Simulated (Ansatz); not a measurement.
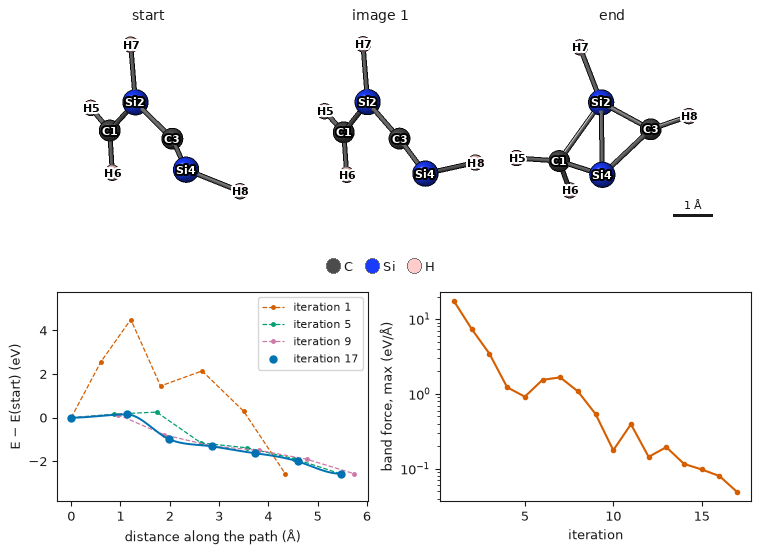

A nudged-elastic-band calculation for C2H4Si2. Images are numbered from 0 (start) to 6 (end). The plot follows the band through its iterations. The picture is a ball-and-stick view, seen from a free direction.

The calculation used UKS PBE-D4/def2-SVP in Ansatz. Settings: 5 movable images; climbing image; force threshold 0.05 eV/Å; iteration limit 60; starting path through a guess of the saddle point.

Q: How did the profile develop, and is the result final?

A: The result is final at these settings. The band converged in 17 iterations. The largest component of the band force went from 17 to 0.049 eV/Å. The climbing image converged on the top of the path. Its vibrational analysis gives one imaginary mode (512i cm⁻¹), as a transition state must have. The first iteration put the highest image at 4.50 eV. Forward barrier 0.15 eV, backward barrier 2.72 eV, with image 1 at the top; the reaction energy is −2.57 eV.
